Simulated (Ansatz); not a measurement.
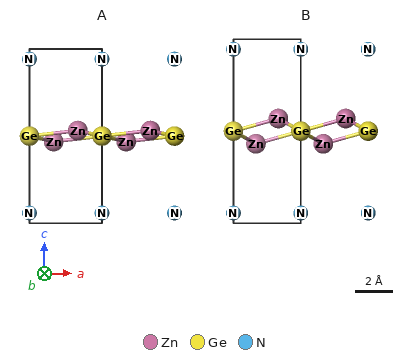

Two geometries of a crystal of Zn2GeN2 (a generated structure, set up in P-3m1) (coarse preliminary run), drawn at one scale. One is the start of a relaxation, the other its converged end. The picture is a ball-and-stick view of the cell of the calculation, repeated 2 × 1 × 1 with one cell outlined, seen along the b axis.

These are results of Ansatz 0.2.0, DFT PBE, scalar-relativistic, plane waves, PAW, not measurements. Settings: plane-wave cutoff 420 eV; k-point mesh 6 × 6 × 2; occupations gaussian; smearing width 0.1 eV; no spin polarisation; cell and atoms relaxed; force threshold 0.04 eV/Å; at most 70 steps.

### Which of the two is the end point?

Structure B is the relaxed one. The largest moves relative to the cell, 0.37 Å, are those of Zn atoms. Largest moves by element: Zn 0.37 Å, N 0.03 Å. Ge stays in place. The drawn cell changes as follows: a = b 4.566 → 4.240 Å (−7.1 %), c 9.491 → 10.027 Å (+5.7 %); the volume changes by −8.9 %. Near-neighbour distances that change, for instance: Ge–Zn 2.653 → 2.543 Å. Among the angles between lasting bonds that change: Zn–Ge–Zn 118.8° → 113.0°, Zn–Ge–Zn 61.2° → 67.0°, Ge–Zn–Ge 118.8° → 113.0°. The space group stays P-3m1 (No. 164). Over 5 accepted moves (7 points after the start) the energy falls by 0.243 eV per cell of the calculation. The largest force component goes from 0.033 to 0.027 eV/Å. The pressure goes from −0.93 to 0.04 GPa. The line search rejected the trial step at point 4 of the run. At 1 point the geometry stayed and the basis and grid were re-selected for the new cell (energy shift of 4.3 meV per cell of the calculation at most each time). The run took 87 s on 1 thread of Intel(R) Xeon(R) Processor @ 2.50GHz (Skylake/Cascade Lake), on a shared host, peak memory 0.47 GiB.

Limits of the set-up: layers or molecules are held without a dispersion correction, so their spacing is unreliable.
